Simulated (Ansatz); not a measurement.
**CAM-B3LYP/6-31G(d) (spherical functions) run of C2HCl2F (SMILES FC=C(Cl)Cl)**

Aim: the energy change on altering one bond length of C2HCl2F at CAM-B3LYP/6-31G* (spherical functions), from 2 runs. 

The calculation is run with Ansatz 0.2.0.

66 further runs of the same task are left out: 66 set aside as unsound or not needed. Runs told in other sessions of the task aren't counted.

**1. The system as given**

The species is C2HCl2F (6 atoms), meant as a singlet with charge 0. As SMILES, `FC=C(Cl)Cl`. The shape is that of a PBE0-D4/def2-TZVP optimisation.

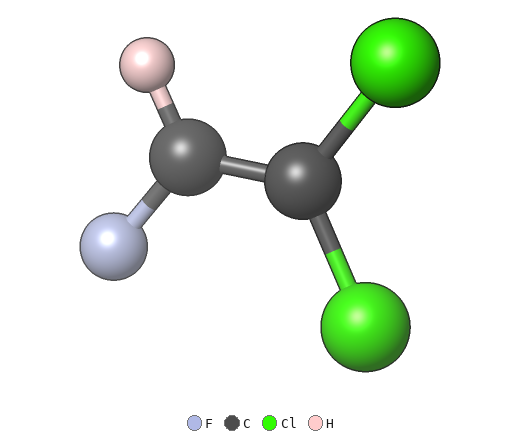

The structure, seen from a chosen angle (fluorine light blue, carbon dark grey, chlorine green, hydrogen pink).

**2. The energy at CAM-B3LYP/6-31G(d) (spherical functions)**

The input, in.yaml:

```yaml
crystal:
  periodic: [false, false, false]
  atoms:
    - {symbol: F, position_ang: [0.369860, -1.453540, 1.016570]}
    - {symbol: C, position_ang: [0.335170, -0.183710, 0.639080]}
    - {symbol: C, position_ang: [-0.249490, 0.193990, -0.489960]}
    - {symbol: Cl, position_ang: [-1.002700, -0.907170, -1.549080]}
    - {symbol: Cl, position_ang: [-0.269610, 1.845290, -0.936840]}
    - {symbol: H, position_ang: [0.816790, 0.505150, 1.320220]}
basis:
  gaussian:
    orbitals: 6-31G_st_-spherical.json
output: {orbitals: {seedname: orbitals}}
accuracy: high
magnetization:
  spin_polarized: false
  initial_magnetization: 0
hamiltonian:
  xc: {name: CAM-B3LYP}
```

The basis set 6-31G* is read from a file made from the Basis Set Exchange's data (not shown).

On the command line:

```bash
$ ansatz run in.yaml --threads 1 --pin off --max-ram 3480MiB --events-out events.jsonl --progress --plain --runs-dir runs
```

Log:

```text
Warning: RAYON_NUM_THREADS=1 ignored (pool sized by the plan → 1); use --threads N
Functional definition: CAM-B3LYP
  name "CAM-B3LYP"
  parameter alpha = 0.19
  parameter beta = 0.46
  parameter omega = 0.33/bohr
  parameter ac = 0.81
  exchange = (1 - alpha - beta)*b88_x + beta*b88_x_sr(omega) + alpha*exact_x + beta*exact_x_lr(omega)
  correlation = (1 - ac)*vwn5_c + ac*lyp_c
1764 factors; integrals over basis functions are off by at most 5.3e-9 eV
364 factors; integrals over basis functions are off by at most 3.1e-9 eV
mean field evaluation 1: about -29847.6955 eV, gradient 2.1e1 eV
mean field evaluation 2: about -29847.8925 eV, gradient 2.1e1 eV
mean field evaluation 4: about -29848.5833 eV, gradient 1.1e0 eV
mean field evaluation 8: about -29848.7523 eV, gradient 1.5e-1 eV
mean field evaluation 16: about -29848.7523 eV, gradient 1.7e-5 eV
mean field -29848.75232597 eV, -1096.9214157682 hartree, gradient 6.2e-8 eV, S^2 0.000000; 0 other end points of the search recorded, 0 dependent functions left out
reference -29848.75234229 eV, -1096.9214163681 hartree; 28, 28 occupied and 52, 52 virtual orbitals, 1764 factors
Total energy: -29848.75234229 eV, -1096.9214163681 hartree
```

Wall time 8.1 s (1 thread of Arm Neoverse V1, shared host); peak memory 0.3 GiB.

**3. The distorted shape**

The input, in.yaml:

```yaml
crystal:
  periodic: [false, false, false]
  atoms:
    - {symbol: F, position_ang: [0.385956, -2.774607, 1.374081]}
    - {symbol: C, position_ang: [0.351266, -1.504777, 0.996591]}
    - {symbol: C, position_ang: [-0.233394, -1.127077, -0.132449]}
    - {symbol: Cl, position_ang: [-0.986604, -2.228237, -1.191569]}
    - {symbol: Cl, position_ang: [-0.269610, 1.845290, -0.936840]}
    - {symbol: H, position_ang: [0.832886, -0.815917, 1.677731]}
basis:
  gaussian:
    orbitals: 6-31G_st_-spherical.json
magnetization:
  spin_polarized: false
hamiltonian:
  xc: {name: CAM-B3LYP}
accuracy: high
output: {orbitals: {seedname: orbitals}}
```

The basis set 6-31G* is read from a file made from the Basis Set Exchange's data (not shown).

On the command line:

```bash
$ ansatz run in.yaml --threads 1 --pin off --max-ram 3480MiB --events-out events.jsonl --progress --plain --runs-dir runs
```

Log, shortened:

```text
Warning: RAYON_NUM_THREADS=1 ignored (pool sized by the plan → 1); use --threads N
Functional definition: CAM-B3LYP
  name "CAM-B3LYP"
[...]
1691 factors; integrals over basis functions are off by at most 1.3e-8 eV
383 factors; integrals over basis functions are off by at most 1.6e-9 eV
[...]
mean field -29844.53415956 eV, -1096.7664010119 hartree, gradient 3.9e-8 eV, S^2 0.000000; 0 other end points of the search recorded, 0 dependent functions left out
reference -29844.53417783 eV, -1096.7664016833 hartree; 28, 28 occupied and 52, 52 virtual orbitals, 1691 factors
Total energy: -29844.53417783 eV, -1096.7664016833 hartree
```

It took 10 s on 1 thread of Arm Neoverse V1, shared host; peak memory 0.28 GiB.

**4. Results**

Level: CAM-B3LYP/6-31G* (spherical functions).

| quantity | value |
| --- | --- |
| first shape: total energy | -1096.92142 Eh |
| first shape: HOMO energy | -8.53 eV |
| first shape: LUMO energy | 1.17 eV |
| first shape: HOMO–LUMO gap | 9.70 eV |
| distorted shape: total energy | -1096.76640 Eh |
| distorted shape: HOMO energy | -9.53 eV |
| distorted shape: LUMO energy | -4.88 eV |
| distorted shape: HOMO–LUMO gap | 4.65 eV |
| energy change with the C3–Cl5 bond stretched from 1.711 to 3.080 Å | 4.218 eV |

What this shows: With the C3–Cl5 bond stretched from 1.711 to 3.080 Å the energy rises by 4.22 eV (407 kJ/mol). The first shape isn't relaxed at this level, so the change isn't measured from a minimum. A restricted reference can't describe the breaking bond well at this length.
